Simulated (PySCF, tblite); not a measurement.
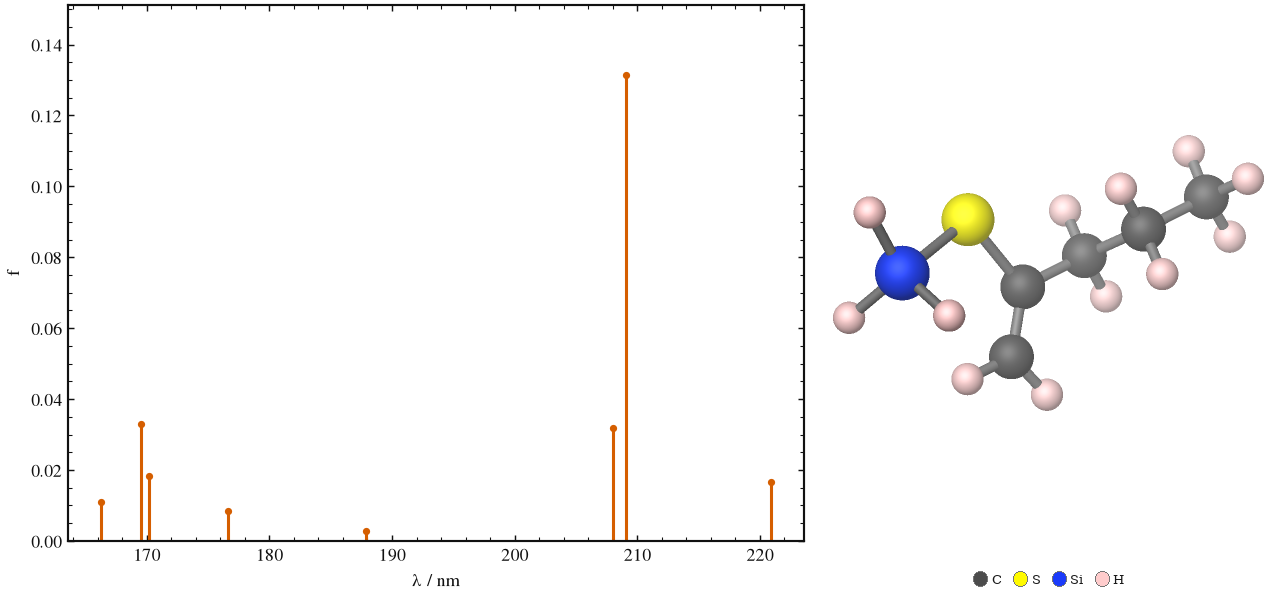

Computed absorption of C₅H₁₂SSi, SMILES C=C(CCC)S[SiH3]. Vertical TDDFT excitations, ωB97X-D/def2-SVPD with PySCF 2.14.0, at a GFN2-xTB geometry (a minimum by its frequencies), gas phase. The lowest 8 singlet states are shown.

> Where is the lowest singlet, and is it bright?

S1 lies at 5.61 eV (221 nm) with f = 0.017, mainly HOMO → LUMO (58 %); it is weak.

> Which of the computed transitions is the brightest, and what character does the calculation give it?

S2 at 5.93 eV (209 nm), f = 0.131, mixed, the largest part being HOMO → LUMO+1 (37 %) (S3 lies within 0.06 eV, too close to order).

Note: the tight-binding geometry is rougher than a DFT one and adds to the error; one conformer of a flexible molecule; core orbitals are frozen in the response.
